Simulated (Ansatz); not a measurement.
**AlH2− (singlet): B2PLYP, RKS PBE0, RPA-PBE over vertical spin and charge gaps and displaced geometries, 6-31++G**, part 1 of 2**

How well do these functionals follow the top wave-function level for AlH2− (singlet) over vertical spin and charge gaps and displaced geometries?

Program: Ansatz 0.2.0, Gaussian basis. Level of theory: 6-31++G**, all electrons in the functionals, frozen cores in the correlation of double hybrids and RPA. These are calculated values, not measurements.

To be run: B2PLYP, RKS PBE0, RPA-PBE, at charge -1, singlet; charge -1, triplet; charge 0, doublet; displaced geometry v1; displaced geometry v2 (not every functional at every point).

18 further runs of the same task are left out: 6 that didn't finish, 12 set aside as unsound or not needed.

### 1 What is computed

The geometry is a PBE0/def2-TZVPD stationary point (not a proven minimum).

3 atoms, charge -1, spin multiplicity 1.

Atoms are counted from 1 here; the program's logs count them from 0.

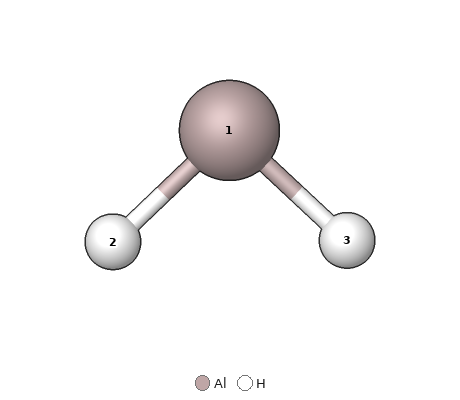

The structure; aluminium light grey, hydrogen white; atoms are numbered from 1 in the order of the file.

No dispersion term is added.

The geometry shown and the zero of energy belong to the point charge -1, singlet. The yardstick, FCI, and other wave-function levels (R restricted, U unrestricted, valence and pair active spaces) come from earlier runs.

### 2 B2PLYP, charge -1, singlet

in.yaml

```yaml
crystal:
  periodic: [false, false, false]
  atoms:
    - {symbol: Al, position_ang: [0.000000, -0.081048, 0.000000]}
    - {symbol: H, position_ang: [0.000000, 1.084792, -1.232881]}
    - {symbol: H, position_ang: [0.000000, 1.084792, 1.232880]}
basis:
  gaussian: {orbitals: "6-31++G**"}
total_charge: -1
magnetization: {spin_polarized: true, initial_magnetization: 0}
hamiltonian: {xc: {name: B2PLYP}}
correlation: {electrons: outside_noble_gas}
```

Launch:

```console
$ ansatz run in.yaml --threads 1 --pin off --events-out ev --progress --plain --max-ram 2393MiB
```

What it wrote:

```text
Functional definition: B2PLYP
  name "B2PLYP"
  cite "Grimme, J. Chem. Phys. 124, 034108 (2006) doi:10.1063/1.2148954"
  cite "Becke, Phys. Rev. A 38, 3098 (1988) doi:10.1103/PhysRevA.38.3098"
  cite "Lee, Yang & Parr, Phys. Rev. B 37, 785 (1988) doi:10.1103/PhysRevB.37.785"
  parameter a = 0.53
  parameter c = 0.27
  exchange = (1 - a)*b88_x + a*exact_x
  correlation = (1 - c)*lyp_c + c*(mp2_os + mp2_ss)
295 factors; integrals over basis functions are off by at most 7.1e-4 eV
mean field evaluation 1: about -6623.6509 eV, gradient 4.6e0 eV
mean field evaluation 2: about -6623.6517 eV, gradient 4.6e0 eV
mean field evaluation 4: about -6623.8794 eV, gradient 2.9e-1 eV
mean field evaluation 8: about -6623.8811 eV, gradient 2.6e-3 eV
mean field evaluation 16: about -6623.8013 eV, gradient 6.3e-1 eV
mean field -6623.88107355 eV, -243.4231396250 hartree, gradient 4.0e-6 eV, S^2 0.000000; 2 other end points of the search recorded, 0 dependent functions left out
5 core orbitals not correlated: weight in the atoms' cores, before any rotation towards them, 1.000 or more for the frozen orbitals, at most 0.000 for the correlated occupied ones
reference -6623.88118570 eV, -243.4231437466 hartree; 3, 3 occupied and 27, 27 virtual orbitals, 295 factors
second order -2.44839245 eV of doubles, -0.00000000 eV of singles
Total energy: -6624.54225166 eV, -243.4474374726 hartree
```

Wall time 0.69 s (1 thread of Intel Xeon 6975P-C, shared host).

From the report: ⟨S²⟩ of the determinant 0.000 (pure singlet: 0.00).

### 3 B2PLYP, charge -1, triplet

Changes to in.yaml since step 2:

```diff
@@ -9,3 +9,3 @@
 total_charge: -1
-magnetization: {spin_polarized: true, initial_magnetization: 0}
+magnetization: {spin_polarized: true, initial_magnetization: 2}
 hamiltonian: {xc: {name: B2PLYP}}
```

Launched as before.

What it wrote, shortened:

```text
Functional definition: B2PLYP
  name "B2PLYP"
  cite "Grimme, J. Chem. Phys. 124, 034108 (2006) doi:10.1063/1.2148954"
  cite "Becke, Phys. Rev. A 38, 3098 (1988) doi:10.1103/PhysRevA.38.3098"
  cite "Lee, Yang & Parr, Phys. Rev. B 37, 785 (1988) doi:10.1103/PhysRevB.37.785"
[...]
295 factors; integrals over basis functions are off by at most 7.1e-4 eV
[...]
mean field -6623.06742253 eV, -243.3932385017 hartree, gradient 2.6e-6 eV, S^2 2.001603; 0 other end points of the search recorded, 0 dependent functions left out
5 core orbitals not correlated: weight in the atoms' cores, before any rotation towards them, 1.000 or more for the frozen orbitals, at most 0.000 for the correlated occupied ones
reference -6623.06753947 eV, -243.3932427992 hartree; 4, 2 occupied and 26, 28 virtual orbitals, 295 factors
second order -2.05275806 eV of doubles, -0.00000000 eV of singles
Total energy: -6623.62178415 eV, -243.4136109153 hartree
```

It took 0.42 s on 1 thread of Intel Xeon 6975P-C, shared host.

From the report: ⟨S²⟩ of the determinant 2.002 (pure triplet: 2.00).

From charge -1, singlet: +88.8 kJ/mol.

### 4 B2PLYP, charge 0, doublet

Changes to in.yaml since step 3:

```diff
@@ -8,4 +8,3 @@
   gaussian: {orbitals: "6-31++G**"}
-total_charge: -1
-magnetization: {spin_polarized: true, initial_magnetization: 2}
+magnetization: {spin_polarized: true, initial_magnetization: 1}
 hamiltonian: {xc: {name: B2PLYP}}
```

Launched as before.

What it wrote, shortened:

```text
Functional definition: B2PLYP
  name "B2PLYP"
  cite "Grimme, J. Chem. Phys. 124, 034108 (2006) doi:10.1063/1.2148954"
  cite "Becke, Phys. Rev. A 38, 3098 (1988) doi:10.1103/PhysRevA.38.3098"
  cite "Lee, Yang & Parr, Phys. Rev. B 37, 785 (1988) doi:10.1103/PhysRevB.37.785"
[...]
295 factors; integrals over basis functions are off by at most 7.1e-4 eV
[...]
mean field -6622.85404799 eV, -243.3853971319 hartree, gradient 8.2e-6 eV, S^2 0.754569; 0 other end points of the search recorded, 0 dependent functions left out
5 core orbitals not correlated: weight in the atoms' cores, before any rotation towards them, 1.000 or more for the frozen orbitals, at most 0.000 for the correlated occupied ones
reference -6622.85418403 eV, -243.3854021313 hartree; 3, 2 occupied and 27, 28 virtual orbitals, 295 factors
second order -1.83585878 eV of doubles, -0.00000000 eV of singles
Total energy: -6623.34986590 eV, -243.4036181041 hartree
```

Run time: 0.45 s. Hardware: 1 thread of Intel Xeon 6975P-C, shared host.

From the report: ⟨S²⟩ of the determinant 0.755 (pure doublet: 0.75).

From charge -1, singlet: +115.0 kJ/mol.

### 5 B2PLYP, displaced geometry v1

in.yaml

```yaml
crystal:
  periodic: [false, false, false]
  atoms:
    - {symbol: Al, position_ang: [-0.001609, -0.081988, 0.002257]}
    - {symbol: H, position_ang: [-0.002442, 1.067710, -1.241777]}
    - {symbol: H, position_ang: [0.045522, 1.127021, 1.181370]}
basis:
  gaussian: {orbitals: "6-31++G**"}
total_charge: -1
magnetization: {spin_polarized: true, initial_magnetization: 0}
hamiltonian: {xc: {name: B2PLYP}}
correlation: {electrons: outside_noble_gas}
```

Same command.

What it wrote, shortened:

```text
Functional definition: B2PLYP
  name "B2PLYP"
  cite "Grimme, J. Chem. Phys. 124, 034108 (2006) doi:10.1063/1.2148954"
  cite "Becke, Phys. Rev. A 38, 3098 (1988) doi:10.1103/PhysRevA.38.3098"
  cite "Lee, Yang & Parr, Phys. Rev. B 37, 785 (1988) doi:10.1103/PhysRevB.37.785"
[...]
295 factors; integrals over basis functions are off by at most 7.4e-4 eV
[...]
mean field -6623.87599226 eV, -243.4229528911 hartree, gradient 4.0e-6 eV, S^2 0.000000; 2 other end points of the search recorded, 0 dependent functions left out
5 core orbitals not correlated: weight in the atoms' cores, before any rotation towards them, 1.000 or more for the frozen orbitals, at most 0.000 for the correlated occupied ones
reference -6623.87610437 eV, -243.4229570112 hartree; 3, 3 occupied and 27, 27 virtual orbitals, 295 factors
second order -2.45136199 eV of doubles, -0.00000000 eV of singles
Total energy: -6624.53797211 eV, -243.4472802018 hartree
```

Run time: 0.69 s. Hardware: 1 thread of Intel Xeon 6975P-C, shared host.

From the report: ⟨S²⟩ of the determinant 0.000 (pure singlet: 0.00).

From charge -1, singlet: +0.4 kJ/mol.

### 6 B2PLYP, displaced geometry v2

in.yaml

```yaml
crystal:
  periodic: [false, false, false]
  atoms:
    - {symbol: Al, position_ang: [0.008799, -0.080504, -0.000522]}
    - {symbol: H, position_ang: [-0.156076, 1.093710, -1.221809]}
    - {symbol: H, position_ang: [-0.079455, 1.061287, 1.235772]}
basis:
  gaussian: {orbitals: "6-31++G**"}
total_charge: -1
magnetization: {spin_polarized: true, initial_magnetization: 0}
hamiltonian: {xc: {name: B2PLYP}}
correlation: {electrons: outside_noble_gas}
```

Same command.

What it wrote, shortened:

```text
Functional definition: B2PLYP
  name "B2PLYP"
  cite "Grimme, J. Chem. Phys. 124, 034108 (2006) doi:10.1063/1.2148954"
  cite "Becke, Phys. Rev. A 38, 3098 (1988) doi:10.1103/PhysRevA.38.3098"
  cite "Lee, Yang & Parr, Phys. Rev. B 37, 785 (1988) doi:10.1103/PhysRevB.37.785"
[...]
295 factors; integrals over basis functions are off by at most 7.6e-4 eV
[...]
mean field -6623.88030848 eV, -243.4231115094 hartree, gradient 4.5e-6 eV, S^2 0.000000; 2 other end points of the search recorded, 0 dependent functions left out
5 core orbitals not correlated: weight in the atoms' cores, before any rotation towards them, 1.000 or more for the frozen orbitals, at most 0.000 for the correlated occupied ones
reference -6623.88042075 eV, -243.4231156350 hartree; 3, 3 occupied and 27, 27 virtual orbitals, 295 factors
second order -2.44875312 eV of doubles, -0.00000000 eV of singles
Total energy: -6624.54158409 eV, -243.4474129396 hartree
```

Run time: 0.69 s. Hardware: 1 thread of Intel Xeon 6975P-C, shared host.

From the report: ⟨S²⟩ of the determinant 0.000 (pure singlet: 0.00).

From charge -1, singlet: +0.1 kJ/mol.

### 7 RKS PBE0, charge -1, singlet

in.yaml

```yaml
crystal:
  periodic: [false, false, false]
  atoms:
    - {symbol: Al, position_ang: [0.000000, -0.081048, 0.000000]}
    - {symbol: H, position_ang: [0.000000, 1.084792, -1.232881]}
    - {symbol: H, position_ang: [0.000000, 1.084792, 1.232880]}
basis:
  gaussian: {orbitals: "6-31++G**"}
total_charge: -1
hamiltonian: {xc: {name: PBE0}}
```

Same command.

What it wrote:

```text
Functional definition: PBE0
  name "PBE0"
  cite "Adamo & Barone, J. Chem. Phys. 110, 6158 (1999) doi:10.1063/1.478522"
  cite "Perdew, Burke & Ernzerhof, Phys. Rev. Lett. 77, 3865 (1996) doi:10.1103/PhysRevLett.77.3865"
  parent pbe
  parameter a = 0.25
  parameter kappa = 0.804
  parameter beta = 0.06672455060314922
  exchange = (1 - a)*pbe_x(kappa = kappa, mu = beta*pi^2/3) + a*exact_x
  correlation = pbe_c(beta = beta)
380 factors; their error is unknown
mean field evaluation 1: about -6624.5829 eV, gradient 7.5e0 eV
mean field evaluation 2: about -6624.7726 eV, gradient 3.0e0 eV
mean field evaluation 4: about -6624.8188 eV, gradient 6.0e-2 eV
mean field evaluation 8: about -6624.8749 eV, gradient 5.0e-4 eV
mean field -6624.87490466 eV, -243.4596622448 hartree, gradient 5.4e-5 eV, S^2 0.000000; 0 other end points of the search recorded, 0 dependent functions left out
reference -6624.87492954 eV, -243.4596631592 hartree; 8, 8 occupied and 27, 27 virtual orbitals, 380 factors
Total energy: -6624.87492954 eV, -243.4596631592 hartree
```

Wall time 0.21 s (1 thread of Intel Xeon 6975P-C, shared host).

(Continued in part 2 of 2.)
